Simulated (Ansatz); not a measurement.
Molecule (SMILES): [GeH2] (GeH2) (closed-shell singlet).
Atoms: Ge1, H2, H3. Bonds: Ge1-H2, Ge1-H3.

Basis-set convergence of the lowest harmonic wavenumber at HF with Ansatz (a program for electronic structure). Each level at its own minimum, finite differences of forces, unscaled; the reference is a large set that could be run, not a limit. Cartesian d functions, on some or all atoms, in 6-31G, 6-31G*, 6-31G**; all else is spherical. The program fits the integrals of some runs and decomposes those of others, by size. A restricted Hartree-Fock determinant is unstable towards unrestricted orbitals. No added dispersion term, no relativity. Reference: the value in def2-QZVPPD, 1014 cm⁻¹. Deviations are taken from unrounded values.

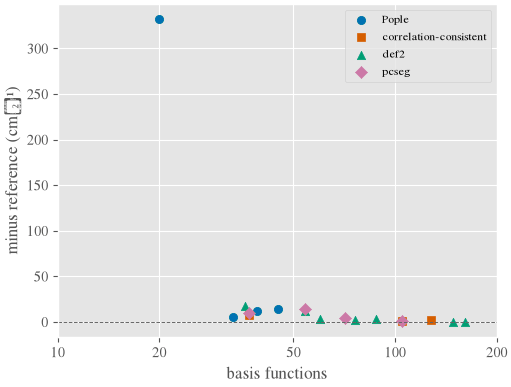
Figure. Deviation from the reference against the number of basis functions, by family of sets.

```tsv
basis	functions	lowest harmonic wavenumber (cm⁻¹)	minus reference (cm⁻¹)
STO-3G	20	1346	332
6-31G	33	1018	5
def2-SV(P)	36	1031	18
cc-pVDZ	37	1021	8
pcseg-1	37	1024	10
6-31G*	39	1026	12
6-31G**	45	1027	14
aug-pcseg-1	54	1028	15
def2-SVPD	54	1025	11
def2-TZVP	60	1017	4
pcseg-2	71	1018	4
def2-TZVPP	76	1016	2
def2-TZVPPD	88	1017	3
aug-cc-pVTZ	105	1015	1
aug-pcseg-2	105	1014	1
cc-pVQZ	128	1015	2
def2-QZVPP	149	1014	0
def2-QZVPPD	161	1014	0
```
